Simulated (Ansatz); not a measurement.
# Cl₃Si (SMILES Cl[Si+](Cl)Cl) (charge +1): what the fields show

```yaml
atoms:
  - { symbol: Cl, position_ang: [-1.5560, -0.6223, 0.9909] }
  - { symbol: Si, position_ang: [0.0000, -0.0001, -0.0001] }
  - { symbol: Cl, position_ang: [1.7720, -0.6696, 0.4495] }
  - { symbol: Cl, position_ang: [-0.2160, 1.2920, -1.4403] }
```

Geometry: PBE0-D4/def2-TZVP.

Level of theory: Ansatz, RKS PBE0-D4/def2-TZVPP.

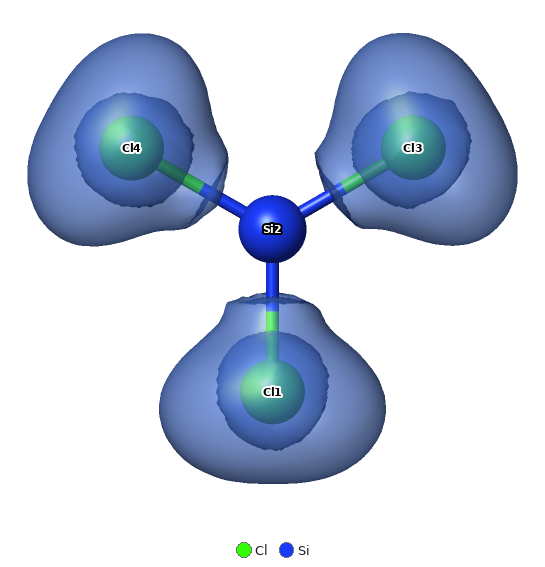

Figure 1. Isosurface of the electron localisation function at 0.75 (blue), seen across its widest extent. Only the valence region is drawn (cores and ρ < 0.01 e/Å³ removed).

What do the ELF domains correspond to?

Answer. The ELF exceeds this value in three regions on Cl in which the atom's valence shell and bonds are merged.


Si–Cl (1.95 Å): the ELF peaks at about 0.85 between the atoms (a polar covalent bond).

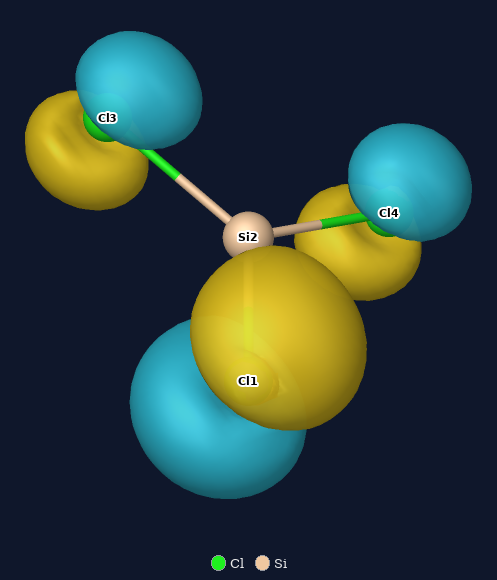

Figure 2. The HOMO−1 at ±0.15 Å⁻³ᐟ² (yellow and cyan are the two phases), seen at an oblique angle.

What is the character of this orbital?

Answer. Its weight (Hirshfeld) is mainly on Cl1 (about 60 %), Cl3 (about 15 %) and Cl4 (about 15 %); it changes sign across the molecular plane (π type); π-bonding across Si2–Cl3 and Si2–Cl4. It is one of a degenerate set, so its orientation is arbitrary. Its energy is −16.11 eV.

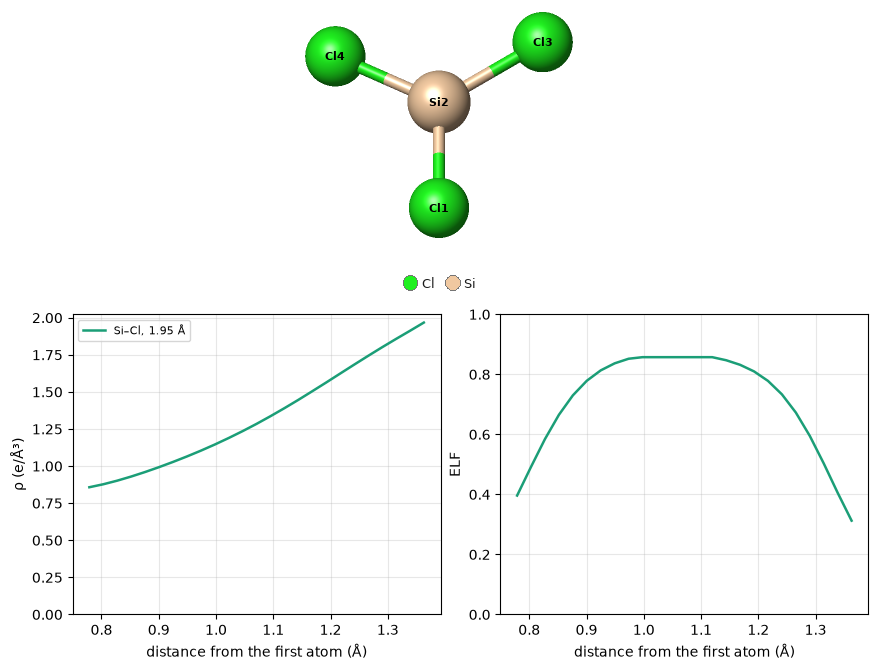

Figure 3. Electron density and ELF along straight lines between neighbouring atoms. The curves leave out the atomic cores. The structure is drawn too.

What kind of bonding do the profiles show?

Answer. Si–Cl (1.95 Å): the density is about 1.1 e/Å³ at the midpoint; the ELF peaks at about 0.85 between the atoms (a polar covalent bond).
